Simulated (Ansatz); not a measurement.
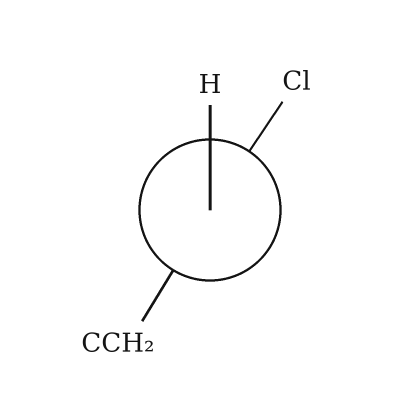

A Newman projection along the O–C bond, oxygen in front; angles are drawn as computed, but eclipsed bonds slightly apart. The geometry was computed by an optimisation with PBE0-D4/def2-TZVP.

Which molecule is it?

Answer. C3H3ClO, C=C=C(O)Cl

What is the torsion angle from the front H to the back Cl? The sign is positive where the front bond must turn clockwise to cover the back bond.

Answer. 34°, synclinal (gauche).
